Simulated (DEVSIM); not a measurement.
Structure: Au/SiO2/p-Si capacitor, at 250 K.

```
layer (left to right)  material  thickness (nm)  Na (cm⁻³)
---------------------  --------  --------------  ---------
1                          SiO2            5.30          -
2                            Si            6900     6.9e15
```

Metal gate on the left, work function 5.1 eV. Fixed charge at the semiconductor interface 0 cm⁻² (in units of +e); no interface traps.

This is a model device: material constants are rounded textbook-type values typed into the input, and sizes, dopings and lifetimes were drawn at random. Values at 300 K; Nc and Nv go as T^1.5, mobilities as T to minus their exponent, the gap by Varshni's rule with the affinity fixed.

```tsv
parameter	SiO2	Si
gap (eV)	9	1.124
affinity (eV)	0.9	4.05
permittivity	3.9	11.7
Nc (cm⁻³)	-	2.86e19
Nv (cm⁻³)	-	3.1e19
Varshni α (eV/K)	-	0.000473
Varshni β (K)	-	636
```

Model (solved in DEVSIM): 1D Poisson equation in equilibrium, Boltzmann statistics, complete ionisation; no quantum confinement or tunnelling. Metal contacts follow the ideal Schottky-Mott rule: no Fermi-level pinning, no interface dipoles.

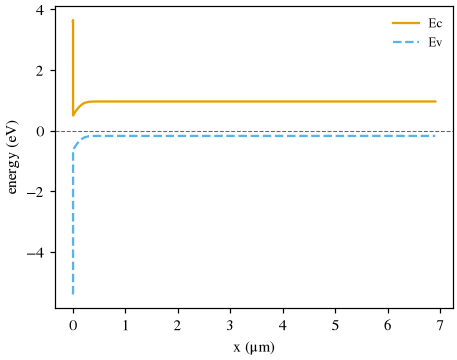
Fig. 1. Band edges at 0.6 V on the gate

Energies count from the Fermi level of the right contact; mesh points crowd at the junctions.

| x (μm) | Ec (eV) | Ev (eV) | n (cm⁻³) | p (cm⁻³) | field (V/cm) |
|---|---|---|---|---|---|
| 0.000 | 3.600 | -5.400 | < 1e2 | < 1e2 | 92000 |
| 0.001200 | 3.611 | -5.389 | < 1e2 | < 1e2 | 92000 |
| 0.003076 | 3.628 | -5.372 | < 1e2 | < 1e2 | 92000 |
| 0.004646 | 3.643 | -5.357 | < 1e2 | < 1e2 | 92000 |
| 0.006275 | 0.502 | -0.634 | 1.7e9 | 3800000 | 31000 |
| 0.008957 | 0.510 | -0.626 | 1.1e9 | 5600000 | 30000 |
| 0.01500 | 0.528 | -0.608 | 4.9e8 | 1.3e7 | 30000 |
| 0.03738 | 0.592 | -0.545 | 2.6e7 | 2.5e8 | 27000 |
| 0.07912 | 0.696 | -0.440 | 200000 | 3.2e10 | 23000 |
| 0.1733 | 0.863 | -0.273 | < 1e2 | 7.5e13 | 13000 |
| 0.3987 | 0.959 | -0.177 | < 1e2 | 6.5e15 | 300 |
| 1.171 | 0.961 | -0.175 | < 1e2 | 6.9e15 | ≈ 0 |
| 2.727 | 0.961 | -0.175 | < 1e2 | 6.9e15 | ≈ 0 |
| 4.967 | 0.961 | -0.175 | < 1e2 | 6.9e15 | ≈ 0 |
| 6.251 | 0.961 | -0.175 | < 1e2 | 6.9e15 | ≈ 0 |
| 6.625 | 0.961 | -0.175 | < 1e2 | 6.9e15 | ≈ 0 |
| 6.782 | 0.961 | -0.175 | < 1e2 | 6.9e15 | ≈ 0 |
| 6.851 | 0.961 | -0.175 | < 1e2 | 6.9e15 | ≈ 0 |
| 6.888 | 0.961 | -0.175 | < 1e2 | 6.9e15 | ≈ 0 |
| 6.899 | 0.961 | -0.175 | < 1e2 | 6.9e15 | ≈ 0 |
| 6.903 | 0.961 | -0.175 | < 1e2 | 6.9e15 | ≈ 0 |
| 6.905 | 0.961 | -0.175 | < 1e2 | 6.9e15 | ≈ 0 |
